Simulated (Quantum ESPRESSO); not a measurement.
## What a tighter setting buys: conv_thr, Na5NiSO2 (P4/mmm, 9 atoms in the cell)

Cell: a = 4.6712 Å, b = 4.6712 Å, c = 8.3423 Å, α = 90.00°, β = 90.00°, γ = 90.00°.

Method of the run: LDA (PZ)+U, GBRV 1.5 ultrasoft (LDA) pseudopotentials (plane waves; Quantum ESPRESSO).

Base settings: ecutwfc = 50 Ry; ecutrho = 400 Ry; occupations = smearing; smearing = fd; degauss = 0.0036749 Ry; nspin = 2; K_POINTS = automatic 4 4 2 0 0 0; HUBBARD = atomic; U Ni-3d 6.2 eV; conv_thr = 1e-10 Ry; mixing_beta = 0.3.

Misses are taken against the tightest run, 7.3e-14 Ry, which need not be fully converged itself.

The count of work is k-points × plane waves × bands × iterations; it is no time, and leaves out set-up, grids and terms that scale otherwise. Core times come from one kind of shared machine and are given to one figure; runs under 30 s give none.

The starting cell comes from a database of computed structures (which also holds hypothetical and non-ambient phases and stackings), without a prior relaxation at this level. Its lattice was rescaled by a random factor within 2.5 % of one. With one magnetic atom in the cell only a parallel order is possible. With U or open f shells several self-consistent states can exist. In the base run, with a pressure of about -6 GPa the cell is away from its equilibrium volume at this level. In the base run, forces exceed 1 eV/Å. Without a gap this mesh is coarse (it stands for a supercell whose shortest vector is 17 Å).

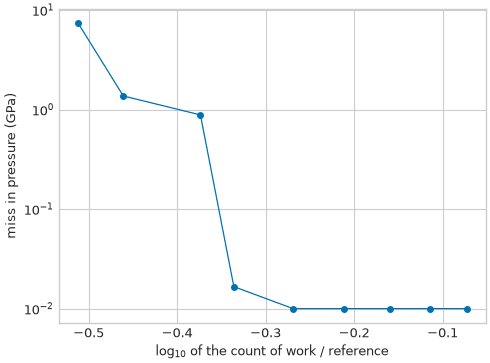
Miss against the count of work; the reference run is not drawn, and misses under 0.01 GPa are drawn there.

```tsv
conv_thr	pressure less reference (GPa)	largest difference in the force on any atom (eV/Å)	count of work / reference	core time / reference (rough)
0.0073 Ry	-7.42	0.119	0.31	0.5
0.00073 Ry	1.37	0.216	0.35	0.6
7.3e-05 Ry	-0.88	0.048	0.42	0.6
7.3e-06 Ry	0.02	0.006	0.46	0.7
7.3e-07 Ry	-0.01	0.001	0.54	0.7
7.3e-08 Ry	0.01	0.000	0.62	0.8
7.3e-10 Ry	0.00	0.000	0.69	0.8
1e-10 Ry	0.00	0.000	0.77	1.0
7.3e-12 Ry	0.00	0.000	0.85	0.9
7.3e-14 Ry	0.00	0.000	1.0	1
```

Coarsest setting among those run that, with all tighter ones, holds the pressure within 2 GPa of the reference: 0.00073 Ry, off by 1.4 GPa; its saving against the reference is no more than about a factor of 2 in time.

Coarsest setting among those run that, with all tighter ones, holds the pressure within 1 GPa of the reference: 7.3e-05 Ry, off by 0.88 GPa; its saving against the reference is no more than about a factor of 2 in time.
